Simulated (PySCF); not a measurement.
# C₂H₆AlCl, SMILES `C[Al](C)Cl`: electronic structure

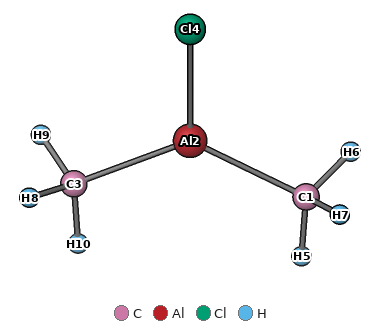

The molecule, with its atoms numbered as below. No frequency check shows the geometry to be a minimum.

Coordinates in Å:

```
C1      -1.2704    1.7737   -0.0002
Al2     -0.3604    0.0003   -0.0001
C3      -1.2649   -1.7764   -0.0005
Cl4      1.6785    0.0006    0.0004
H5      -2.3597    1.7042   -0.0019
H6      -0.9848    2.3692    0.8735
H7      -0.9722    2.3749   -0.8737
H8      -0.9770   -2.3710   -0.8740
H9      -0.9896   -2.3655    0.8732
H10     -2.3544   -1.7103    0.0007
```

Part 1: Bonding charge

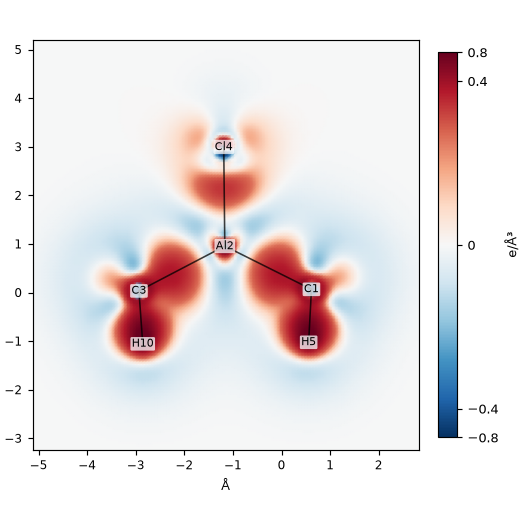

Deformation density (molecule less spherical, spin-averaged free atoms) in the plane of C1, Al2, C3, Cl4, H5 and H10; colour scale in e/Å³, logarithmic beyond ±0.1; red: gain, blue: loss.

PySCF calculation, ωB97X/def2-TZVP, gas phase; geometry: GFN2-xTB.

**Describe the bonding that the map shows.**

C1–H5 and C3–H10: +0.68 e/Å³ at the bond critical point (bond length 1.09 Å, Mayer order 1.0). C1–Al2 and Al2–C3: +0.17 e/Å³ at the bond critical point (bond length 1.99 Å, Mayer order 1.0). Al2–Cl4: +0.08 e/Å³ at the bond critical point (bond length 2.04 Å, Mayer order 1.2); up to 0.6 Å beside the axis the gain reaches +0.22 e/Å³. In all, 2.4 electrons gather in the regions of gain relative to the promolecule. A small or negative value marks a very polar bond, one between electron-rich atoms, whose free-atom densities already overlap strongly, a long bond to a heavier atom, or a closed-shell contact such as a hydrogen bond.

Part 2: Bond critical points

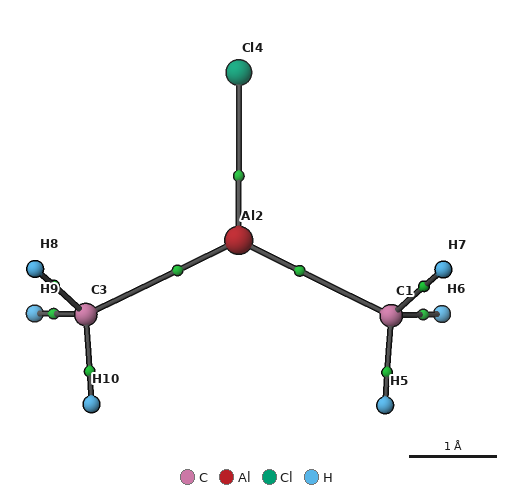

Molecular graph of the electron density (QTAIM): bond paths, bond critical points (green), ring points (magenta, if any); weak paths are dashed.

**How many critical points of each kind are there, and does the count close?**

10 nuclei, 9 bond, 0 ring and 0 cage critical points: 10 − 9 + 0 − 0 = 1, as the Poincaré–Hopf relation requires.

**Tabulate density, Laplacian, ellipticity and energy density at the bond critical points (atomic units).**

| bond | length (Å) | ρ (a.u.) | ∇²ρ (a.u.) | ε | H (a.u.) |
| --- | --- | --- | --- | --- | --- |
| C3–H9 (3 alike) | 1.089 | 0.271 | −0.89 | 0.03 | −0.272 |
| C1–H5 (2 alike) | 1.092 | 0.271 | −0.89 | 0.03 | −0.271 |
| C1–H7 | 1.101 | 0.264 | −0.85 | 0.03 | −0.260 |
| C1–Al2 (2 alike) | 1.993 | 0.084 | +0.21 | 0.06 | −0.028 |
| Al2–Cl4 | 2.039 | 0.083 | +0.37 | 0.05 | −0.019 |

**What kind of interaction is C1–H7?**

Shared-shell (covalent): ρ = 0.264, ∇²ρ = −0.85, H = −0.260 a.u.

Part 3: Local ionisation energy

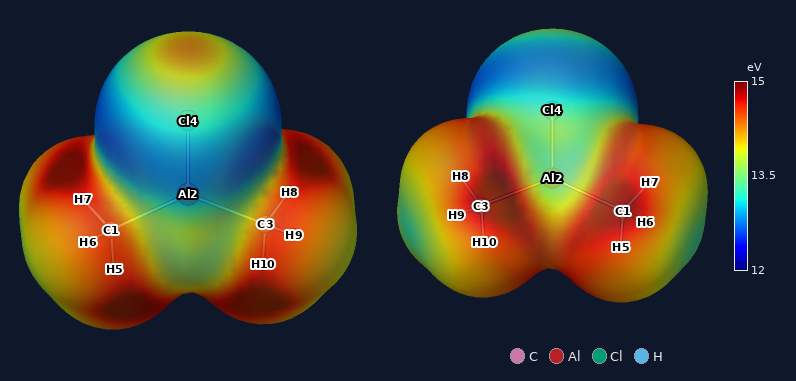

Average local ionisation energy on the surface of electron density 0.001 a.u. (back view left, front view right).

**Where are the most loosely bound electrons on this surface?**

The lowest value is 12.6 eV, 2.1 Å from Cl4, and at like points elsewhere. Further minima include 13.2 eV, near H7 (1.85 Å), H6 (1.91 Å), H5 (1.95 Å) and C1 (2.02 Å), and at like points elsewhere; 13.5 eV, over Al2, off the plane of its three bonds (2.0 Å), and at like points elsewhere. For comparison, the highest occupied orbital lies at −10.2 eV.

Part 4: In an electric field

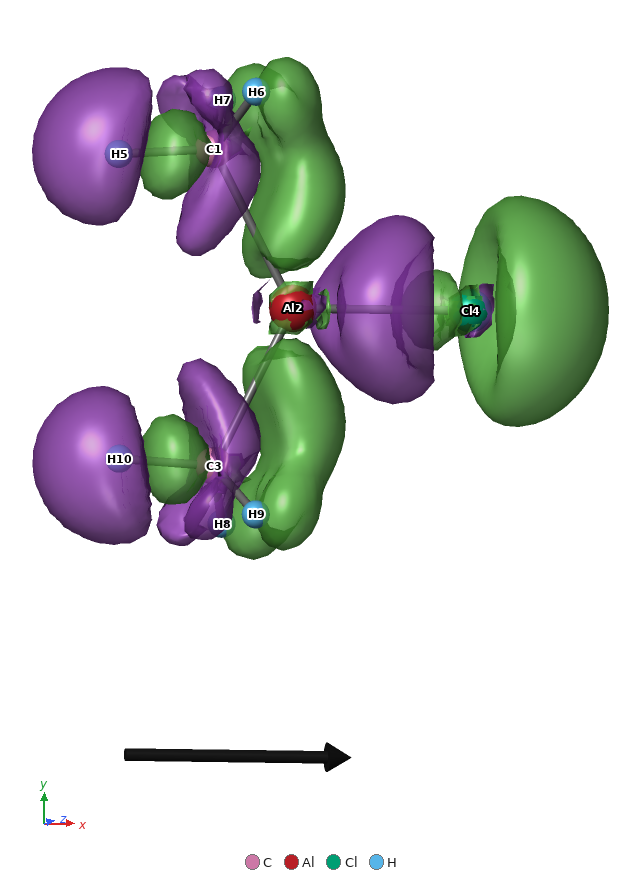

Change of the electron density in a uniform field of 0.21 V/Å along +x (arrow), surfaces at ±0.0015 e/Å³ (purple: gain, green: loss).

PySCF calculation, ωB97X/def2-TZVP, gas phase; geometry: GFN2-xTB. A basis without diffuse functions makes polarisabilities too small.

**What dipole is induced, and what polarisability does it imply?**

The induced dipole is 0.66 D (along the field); α along this axis, from the fields in both directions, is 65 bohr³ (9.6 Å³).

**Which atoms gain and lose the most charge?**

Electrons gather most on H5 and H10 alike (Hirshfeld charge changes by −0.009 e) and leave Cl4 most (+0.019 e); 0.059 electrons are displaced in all.

Part 5: Removing or adding an electron

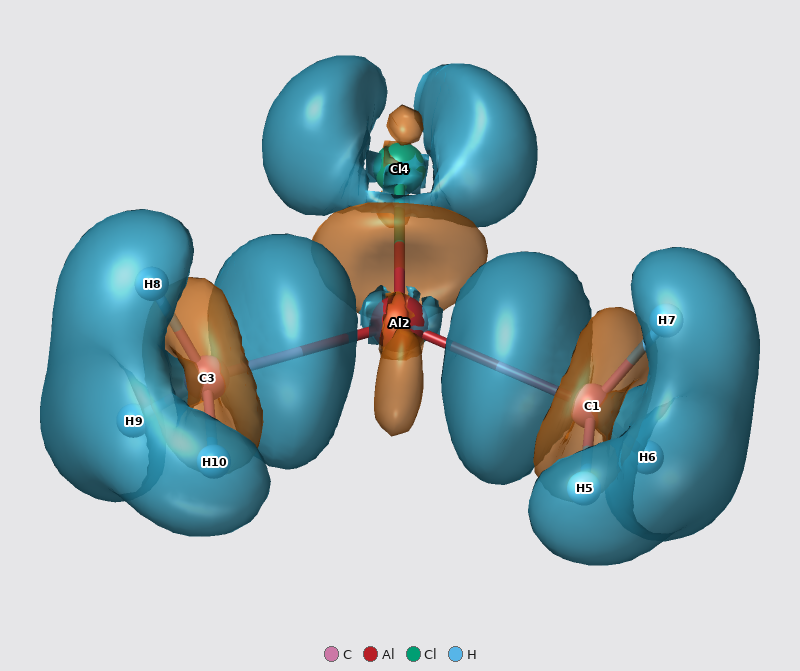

Fukui function f⁻ = ρ(N) − ρ(N−1) at fixed geometry, surfaces at ±0.015 e/Å³ (light blue positive, orange negative).

Level of theory: ωB97X/def2-TZVP (PySCF), at a geometry from GFN2-xTB.

**On which atoms does the density change most on removal of an electron?**

f⁻ (Hirshfeld-condensed) is largest on C1 and C3 (0.16 each), Cl4 (0.15) and Al2 (0.13); the vertical ionisation energy is 10.08 eV (the stability of the cation's solution wasn't checked). Condensed values hint at sites of electrophilic attack but needn't mark the atom that reacts. Shares this close don't rank the sites. Orbital relaxation makes it negative in places (0.21 e in all).

| atom | f⁻ | charge |
| --- | --- | --- |
| C1 | +0.16 | −0.29 |
| Al2 | +0.13 | +0.58 |
| C3 | +0.16 | −0.29 |
| Cl4 | +0.15 | −0.20 |
| H5 | +0.06 | +0.03 |
| H6 | +0.07 | +0.04 |
| H7 | +0.07 | +0.04 |
| H8 | +0.07 | +0.04 |
| H9 | +0.07 | +0.04 |
| H10 | +0.06 | +0.03 |

The PySCF runs shown took 13 s, 29 s and 41 s on 1 thread of AMD EPYC 7R43 64-Core Processor (Zen 3) (shared host).
